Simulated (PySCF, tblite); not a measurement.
# C5H7NSi: geometry, infrared bands and NMR shifts

What infrared bands and NMR shifts should C5H7NSi (`C#CC[Si@H](C)C#N`) show?

The runs use tblite 0.8.0 and PySCF 2.14.0, with density-fitted response routines of our own; the level of theory stands in each step. All values are computed, except where a source is named. Atoms count from 0, in the outputs and in this text.

### Step 1. The molecule as given

14 atoms, charge 0, multiplicity 1; geometry from: force field or distance geometry start.

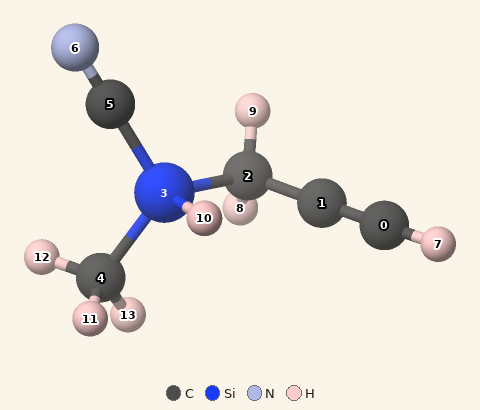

The starting geometry (carbon dark grey, silicon blue, nitrogen light blue, hydrogen pink), atoms numbered.

### Step 2. Geometry optimisation with GFN2-xTB

The job: settings as JSON, then the geometry in Å.

```
{"job": {"kind": "relax", "xc": "GFN2-xTB", "basis": "xTB"}, "charge": 0, "multiplicity": 1}
C      2.938100    -1.005200     0.399800
C      2.000500    -0.496500    -0.208900
C      0.888100     0.127600    -0.917300
Si    -0.513100     0.449900     0.279200
C     -1.917400    -0.743200     0.063300
C     -1.018500     2.169900     0.356800
N     -1.352900     3.275000     0.400700
H      3.749800    -1.430800     0.942000
H      0.613200    -0.548700    -1.730800
H      1.232200     1.106300    -1.298800
H      0.063900     0.134700     1.623400
H     -2.239200    -1.177400     1.042300
H     -2.801400    -0.245200    -0.378000
H     -1.644100    -1.616900    -0.595800
```

Command:

```bash
> OMP_NUM_THREADS=1 python probes_run.py task.json out
```

This one command runs all jobs of the session in turn.

The log of the run:

```text
step      E/eV     max force
  0    -510.80433    3.053
  1    -510.66805    7.645
  2    -511.05971    0.964
  3    -511.05988    1.755
  4    -511.09019    0.443
  5    -511.10563    0.418
  6    -511.12332    0.575
  7    -511.13120    0.311
  8    -511.13456    0.138
  9    -511.13730    0.195
 10    -511.14078    0.289
 11    -511.14424    0.247
 12    -511.14688    0.158
 13    -511.14865    0.140
 14    -511.15020    0.159
 15    -511.15191    0.154
 16    -511.15386    0.153
 17    -511.15588    0.135
 18    -511.15777    0.160
 19    -511.15953    0.160
 20    -511.16117    0.116
 21    -511.16262    0.113
 22    -511.16380    0.086
 23    -511.16479    0.091
 24    -511.16592    0.118
 25    -511.16763    0.196
 26    -511.17005    0.230
 27    -511.17252    0.177
 28    -511.17415    0.108
 29    -511.17498    0.068
 30    -511.17558    0.083
 31    -511.17614    0.078
 32    -511.17661    0.063
 33    -511.17702    0.057
 34    -511.17745    0.063
 35    -511.17800    0.094
 36    -511.17862    0.086
 37    -511.17912    0.056
 38    -511.17947    0.054
 39    -511.17980    0.051
 40    -511.18022    0.073
 41    -511.18074    0.077
 42    -511.18134    0.066
 43    -511.18192    0.077
 44    -511.18239    0.064
 45    -511.18278    0.060
 46    -511.18309    0.046
 47    -511.18332    0.039
 48    -511.18350    0.038
 49    -511.18370    0.056
 50    -511.18404    0.082
 51    -511.18465    0.099
 52    -511.18559    0.112
 53    -511.18677    0.098
 54    -511.18784    0.089
 55    -511.18837    0.141
 56    -511.18921    0.114
 57    -511.19061    0.097
 58    -511.19296    0.178
 59    -511.19414    0.142
 60    -511.19517    0.150
 61    -511.19611    0.200
 62    -511.19780    0.100
 63    -511.20028    0.076
 64    -511.20551    0.109
 65    -511.20694    0.195
 66    -511.20832    0.144
 67    -511.20967    0.131
 68    -511.21328    0.148
 69    -511.21482    0.131
 70    -511.21580    0.069
 71    -511.21639    0.082
 72    -511.21665    0.065
 73    -511.21718    0.081
 74    -511.21772    0.086
 75    -511.21821    0.065
 76    -511.21869    0.056
 77    -511.21928    0.078
 78    -511.22016    0.113
 79    -511.21926    0.230
 80    -511.22152    0.085
 81    -511.22205    0.054
 82    -511.22258    0.056
 83    -511.22271    0.038
 84    -511.22287    0.034
 85    -511.22330    0.049
 86    -511.22372    0.053
 87    -511.22401    0.052
 88    -511.22421    0.040
 89    -511.22442    0.032
 90    -511.22455    0.035
 91    -511.22486    0.054
 92    -511.22523    0.047
 93    -511.22558    0.058
 94    -511.22578    0.050
 95    -511.22586    0.048
 96    -511.22595    0.055
 97    -511.22607    0.031
 98    -511.22640    0.056
 99    -511.22672    0.095
100    -511.22720    0.106
101    -511.22765    0.105
102    -511.22810    0.062
103    -511.22850    0.048
104    -511.22889    0.091
105    -511.22934    0.106
106    -511.23007    0.077
107    -511.23114    0.186
108    -511.23291    0.124
109    -511.23426    0.131
110    -511.23532    0.084
111    -511.23678    0.134
112    -511.23807    0.204
113    -511.24008    0.184
114    -511.24123    0.198
115    -511.24258    0.199
116    -511.24468    0.282
117    -511.24647    0.299
118    -511.24586    0.440
119    -511.24830    0.063
120    -511.24877    0.248
121    -511.24939    0.126
122    -511.24967    0.052
123    -511.24983    0.035
124    -511.24995    0.030
125    -511.25003    0.044
126    -511.25012    0.042
127    -511.25027    0.053
128    -511.25051    0.050
129    -511.25079    0.051
130    -511.25103    0.040
131    -511.25119    0.028
132    -511.25130    0.026
133    -511.25141    0.026
134    -511.25157    0.026
135    -511.25174    0.037
136    -511.25199    0.046
137    -511.25225    0.038
138    -511.25245    0.053
139    -511.25256    0.024
140    -511.25267    0.024
141    -511.25273    0.025
142    -511.25277    0.027
143    -511.25280    0.036
144    -511.25283    0.038
145    -511.25286    0.037
146    -511.25289    0.025
147    -511.25291    0.013
148    -511.25292    0.007
```

Wall time 1.5 s (1 thread of Arm Neoverse N1, shared host); peak memory 0.18 GiB.

Along the way: (not every step is listed) (the energy doesn't fall at every step)

```tsv
step	energy from step 0 (eV)	largest force (eV/Å)
0	0.0000	3.0531
1	0.1363	7.6446
2	-0.2554	0.9643
3	-0.2556	1.7553
4	-0.2859	0.4426
5	-0.3013	0.4180
6	-0.3190	0.5746
7	-0.3269	0.3106
8	-0.3302	0.1381
21	-0.3583	0.1128
34	-0.3731	0.0633
47	-0.3790	0.0387
60	-0.3908	0.1501
73	-0.4128	0.0806
86	-0.4194	0.0526
99	-0.4224	0.0946
112	-0.4337	0.2043
125	-0.4457	0.0443
138	-0.4481	0.0529
143	-0.4485	0.0365
144	-0.4485	0.0377
145	-0.4485	0.0366
146	-0.4486	0.0249
147	-0.4486	0.0126
148	-0.4486	0.0073
```

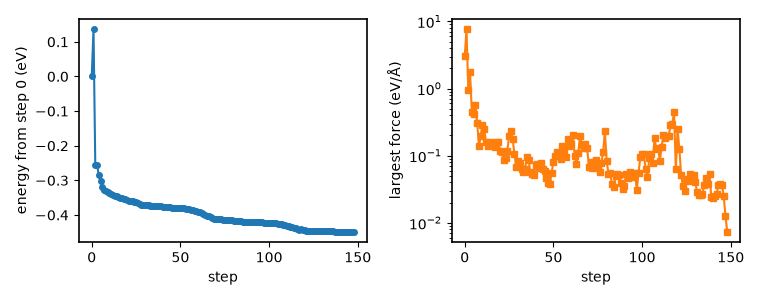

Energy and largest force along the relaxation.

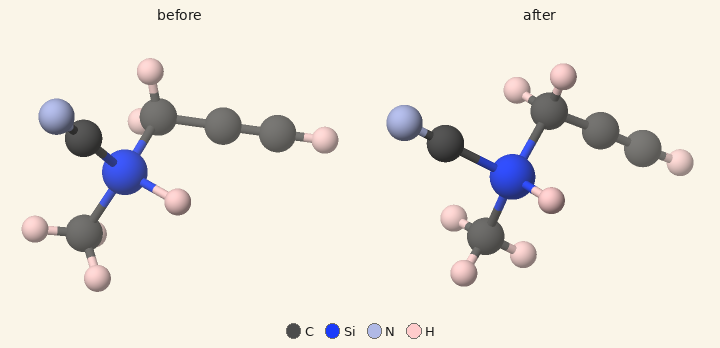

Before and after, at one scale.

Close pairs (by a distance rule), those that changed most:

```tsv
bond	before (Å)	after (Å)	change (Å)
Si3–C5	1.794	1.874	+0.079
C2–Si3	1.871	1.916	+0.046
C4–H13	1.128	1.087	-0.041
Si3–C4	1.855	1.896	+0.040
C4–H11	1.118	1.086	-0.032
C0–C1	1.228	1.197	-0.031
Si3–H10	1.496	1.467	-0.029
C4–H12	1.106	1.088	-0.019
```

The end geometry stands in the next job.

### Step 3. Harmonic vibrations with GFN2-xTB

The job: settings as JSON, then the geometry in Å.

```
{"job": {"kind": "ir", "xc": "GFN2-xTB", "basis": "xTB"}, "charge": 0, "multiplicity": 1}
C      2.520682    -1.572287    -0.111016
C      1.878801    -0.585801    -0.329327
C      1.071142     0.584970    -0.568218
Si    -0.486092     0.593801     0.548869
C     -1.575055    -0.921321     0.213811
C     -1.433949     2.128372     0.041327
N     -2.008200     3.068871    -0.272153
H      3.108320    -2.423860     0.058878
H      0.782015     0.603728    -1.622862
H      1.674478     1.476703    -0.381988
H     -0.141214     0.759519     1.965529
H     -2.472234    -0.909960     0.826167
H     -1.887831    -0.967271    -0.826770
H     -1.031542    -1.835938     0.435587
```

The log of the run:

```text
mode    cm-1     km/mol
  1      36.6      2.69
  2      75.5      6.41
  3     107.3      1.04
  4     113.4      3.90
  5     160.0      7.20
  6     178.9      3.97
  7     289.3      0.23
  8     319.9      3.00
  9     331.3      0.77
 10     372.7      1.31
 11     587.9     31.62
 12     596.7     48.12
 13     616.6     52.73
 14     636.4     53.24
 15     647.2    100.09
 16     704.9     12.73
 17     754.2      7.91
 18     799.1    143.78
 19     834.2    130.10
 20     835.1    114.40
 21    1010.5     26.71
 22    1111.4      4.70
 23    1205.4     32.65
 24    1371.9     11.64
 25    1428.4      3.21
 26    1472.8      0.64
 27    1475.9      0.69
 28    2230.3    296.45
 29    2291.2     33.71
 30    2352.4     33.22
 31    2944.3     27.46
 32    2962.5     21.82
 33    3027.1     19.66
 34    3037.2     17.50
 35    3041.6     15.35
 36    3401.2      3.49
```

It took 0.7 s on 1 thread of Arm Neoverse N1, shared host; peak memory 0.18 GiB.

The strongest bands and the atoms that carry them (share of the mass-weighted mode):

```tsv
cm⁻¹	km/mol	atoms
597	48.1	H10 71 %
617	52.7	H10 43 %, H7 37 %
636	53.2	H7 67 %
647	100.1	H7 29 %, H10 26 %, Si3 20 %
799	143.8	Si3 32 %, C4 20 %, C2 14 %, H9 13 %
834	130.1	H11 39 %, H13 25 %, C4 16 %
835	114.4	H12 36 %, H13 23 %, C4 16 %
2230	296.4	H10 97 %
```

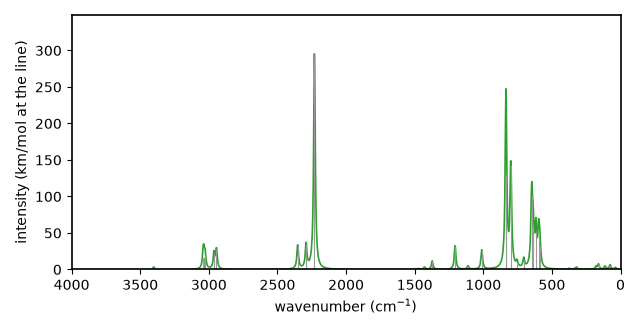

The infrared spectrum from these modes, unscaled. Lines are broadened to a width of 14 cm⁻¹ (Lorentzian).

### Step 4. NMR shieldings: PBE0/pcSseg-1

Same as in step 3 but for these lines:

```diff
@@ -1,2 +1,2 @@
-{"job": {"kind": "ir", "xc": "GFN2-xTB", "basis": "xTB"}, "charge": 0, "multiplicity": 1}
+{"job": {"kind": "nmr", "xc": "PBE0", "basis": "pcSseg-1"}, "charge": 0, "multiplicity": 1}
 C      2.520682    -1.572287    -0.111016
```

With the program's defaults for keys left out, this is: GIAO PBE0/pcSseg-1 NMR shielding, non-relativistic, gas phase.

The log of the run:

```text
coarse grid: 12456 points
cycle   1  E = -538.3451060144  dE =  6.720e-01  |g| = 5.422e-01  |ddm| = 3.589e+00
cycle   2  E = -538.2478224187  dE =  9.728e-02  |g| = 8.520e-01  |ddm| = 1.131e+00
cycle   3  E = -538.4069408625  dE = -1.591e-01  |g| = 2.523e-01  |ddm| = 6.504e-01
cycle   4  E = -538.4208200387  dE = -1.388e-02  |g| = 3.564e-02  |ddm| = 1.641e-01
cycle   5  E = -538.4210918366  dE = -2.718e-04  |g| = 1.128e-02  |ddm| = 3.548e-02
cycle   6  E = -538.4211236611  dE = -3.182e-05  |g| = 2.580e-03  |ddm| = 1.224e-02
cycle   7  E = -538.4211247285  dE = -1.067e-06  |g| = 1.669e-03  |ddm| = 3.005e-03
final grid: 116568 points
cycle   8  E = -538.4630581258  dE = -2.649e-05  |g| = 6.824e-03  |ddm| = 3.676e-02
cycle   9  E = -538.4630502860  dE =  7.840e-06  |g| = 8.890e-03  |ddm| = 1.214e-02
cycle  10  E = -538.4630684154  dE = -1.813e-05  |g| = 2.435e-03  |ddm| = 7.087e-03
cycle  11  E = -538.4630698994  dE = -1.484e-06  |g| = 2.912e-04  |ddm| = 1.764e-03
cycle  12  E = -538.4630699147  dE = -1.534e-08  |g| = 1.506e-04  |ddm| = 3.023e-04
cycle  13  E = -538.4630699184  dE = -3.650e-09  |g| = 7.844e-05  |ddm| = 1.220e-04
cycle  14  E = -538.4630699197  dE = -1.378e-09  |g| = 1.162e-05  |ddm| = 5.356e-05
cycle  15  E = -538.4630699198  dE = -2.501e-11  |g| = 2.566e-06  |ddm| = 1.147e-05
converged SCF energy = -538.4630699198

GIAO shielding tensors (ppm)
atom      isotropic    diamagn.    paramagn.     s11        s22        s33       span
  0 C      111.474     257.588    -146.114     36.527     39.697    258.199    221.672
  1 C      104.116     262.153    -158.037      7.064     10.686    294.597    287.533
  2 C      181.322     254.078     -72.756    169.952    177.850    196.166     26.214
  3 Si     394.201     879.338    -485.137    347.334    394.429    440.839     93.505
  4 C      192.108     254.048     -61.939    188.831    192.382    195.112      6.282
  5 C       61.265     262.532    -201.267    -54.333    -51.500    289.627    343.959
  6 N      -95.473     337.371    -432.844   -290.672   -289.542    293.793    584.465
  7 H       30.367      34.156      -3.789     24.846     25.159     41.097     16.251
  8 H       29.702      29.658       0.044     24.803     28.632     35.670     10.867
  9 H       29.559      27.570       1.989     23.825     28.669     36.182     12.356
 10 H       27.151      28.074      -0.923     24.240     24.980     32.232      7.992
 11 H       31.211      28.805       2.406     26.636     27.930     39.067     12.431
 12 H       31.243      30.790       0.452     27.187     28.437     38.104     10.917
 13 H       30.935      31.347      -0.411     25.735     29.221     37.850     12.115
```

Wall time 48 s (1 thread of Arm Neoverse N1, shared host); peak memory 0.73 GiB.

The references, computed at this level on geometries of the same kind, shield at (ppm): 1H TMS 31.72, 13C TMS 186.9, 29Si TMS 349.2, 15N NH3 267.7. Their shielding less the atom's gives the shift. The references are single molecules in the gas phase, so shifts against H2O, NH3, PH3, H3PO4 or CFCl3 are not on the usual liquid scales and can be off by tens of ppm. Atoms listed in one row are averaged.

```tsv
atoms	environment	σ (ppm)	δ (ppm)	δ scaled to CDCl3
C5	nitrile carbon	61.3	125.7	120.7
C1	alkyne carbon	104.1	82.8	78.9
C0	terminal alkyne carbon	111.5	75.5	71.7
C2	propargylic sp3 CH2 bonded to Si	181.3	5.6	3.6
C4	methyl carbon bonded to Si	192.1	-5.2	-7.0
H10	hydrogen on a silicon bonded to 3 C	27.15	4.57	–
H9	hydrogen on a propargylic sp3 CH2 bonded to Si	29.56	2.16	2.14
H8	hydrogen on a propargylic sp3 CH2 bonded to Si	29.70	2.02	2.01
H7	hydrogen on a terminal alkyne carbon	30.37	1.35	1.38
H11, H12, H13	hydrogen on a methyl carbon bonded to Si	31.13	0.59	0.66
Si3	silicon bonded to 3 C, H	394.2	-45.0	–
N6	nitrile nitrogen	-95.5	363.2	–
```

The scaled column applies a straight-line fit of computed shieldings to shifts measured in CDCl3 (root-mean-square error 0.16 ppm for H, 1.9 ppm for C).

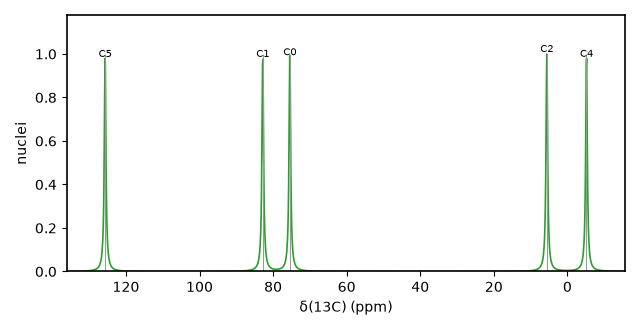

13C lines at the computed shifts, without couplings. Lines are broadened to a width of 0.52 ppm (Lorentzian).

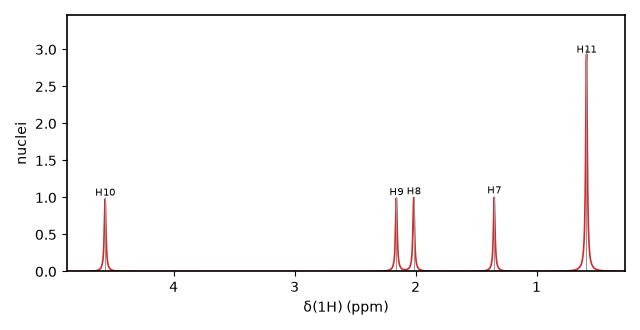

1H lines at the computed shifts, without couplings. Lines are broadened to a width of 0.02 ppm (Lorentzian).

The run also stored atomic charges by several schemes (e):

```tsv
atoms	Mulliken	IAO	Hirshfeld	ESP fit
C0	-0.36	-0.26	-0.12	-0.56
C1	0.13	-0.03	-0.04	0.19
C2	-0.46	-0.55	-0.13	-0.55
Si3	0.88	0.94	0.43	0.73
C4	-0.62	-0.71	-0.20	-0.62
C5	-0.21	-0.16	-0.03	0.07
N6	-0.20	-0.20	-0.20	-0.36
```

Mulliken charges:

C0 -0.36; C1 0.13; C2 -0.46; Si3 0.88; C4 -0.62; C5 -0.21; N6 -0.20; H7 0.04; H8 0.19; H9 0.19; H10 -0.04; H11 0.15; H12 0.16; H13 0.16

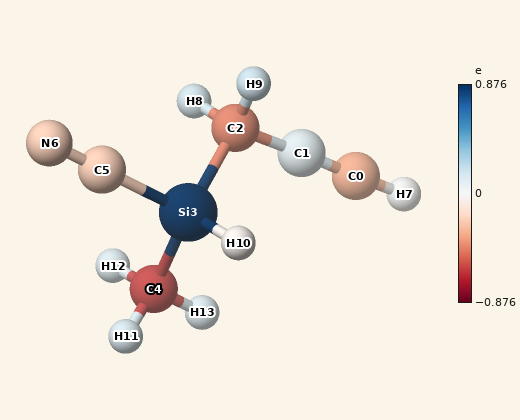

Mulliken charges, as colours on the atoms.

Mayer bond orders: C0–C1 2.54, C1–C2 1.10, C2–Si3 0.89, Si3–C4 1.00, Si3–C5 0.80, C5–N6 2.93.

The fields below are evaluated on a grid from the run's orbitals.

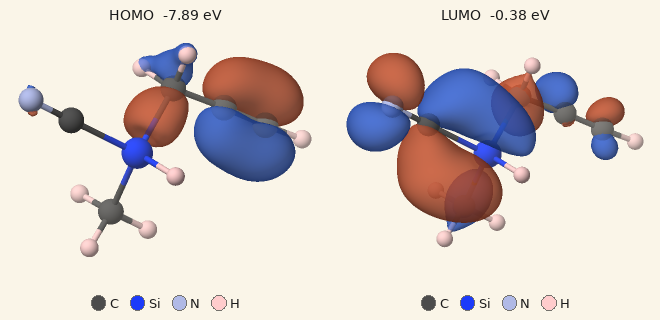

Frontier orbitals at PBE0/pcSseg-1; each surface holds 70 % of the orbital's density, blue and red mark the sign.

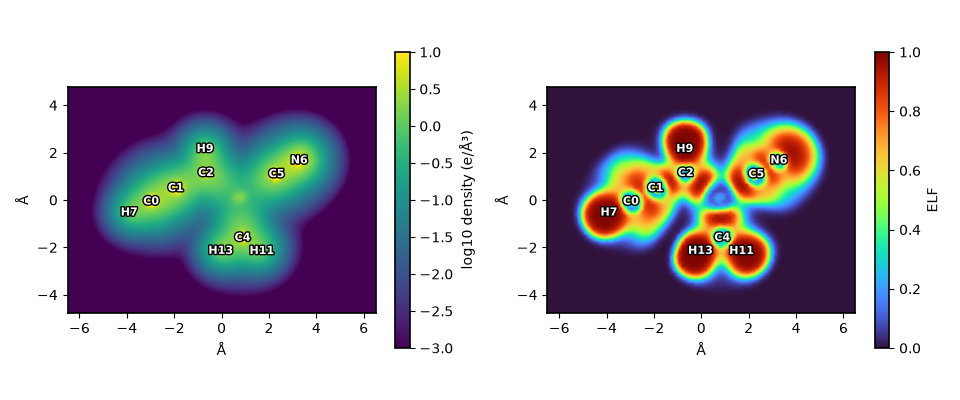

Density (left) and ELF (right) in a plane through or near 10 of the atoms.

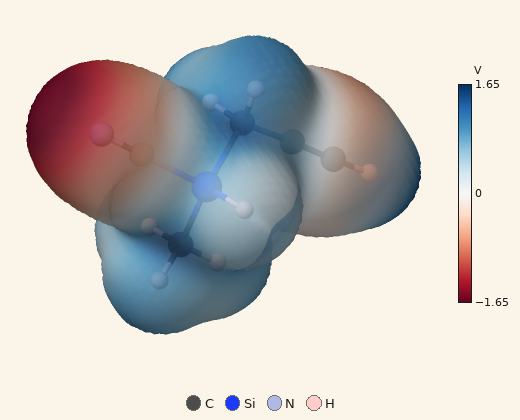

The potential that a unit positive charge feels on the 0.002 e/bohr³ surface, from -1.65 V near N6 to 1.46 V near H7.

### Step 5. Summary of results

| quantity | value |
| --- | --- |
| strongest single infrared mode (GFN2-xTB) | 2230 cm⁻¹, 296 km/mol |
| zero-point energy (GFN2-xTB) | 62.0 kcal/mol |
| 13C shifts against TMS (PBE0/pcSseg-1) | 125.7, 82.8, 75.5, 5.6, -5.2 ppm |
| 1H shifts against TMS (PBE0/pcSseg-1, means over atoms taken as alike) | 4.57, 2.16, 2.02, 1.35, 0.59 ppm |
| 29Si shifts against TMS (PBE0/pcSseg-1) | -45.0 ppm |
| 15N shifts against NH3 (PBE0/pcSseg-1) | 363.2 ppm |
| surface potential, least and greatest | -1.65 V and 1.46 V |

In words: The optimisation took 148 steps and gained 0.449 eV; among the close pairs (by a distance rule), Si3–C5 changed most, from 1.794 to 1.874 Å. All 36 modes are real, so the xTB geometry is a minimum. The strongest single mode, at 2230 cm⁻¹, moves mainly H10. GFN2-xTB is a fitted tight-binding method: band positions and strengths are rough. Its intensities can rank the bands wrongly. The most deshielded carbon is C5 (nitrile carbon), at 125.7 ppm: C≡N carbons fall here, among the sp2 signals but without a proton. At PBE0/pcSseg-1: The widest tensor belongs to N6: span 584 ppm, with a paramagnetic part of -433 ppm. By nearest atom (PBE0/pcSseg-1), the HOMO sits on C0 41 %; C1 30 % and the LUMO on C5 26 %; N6 26 %.
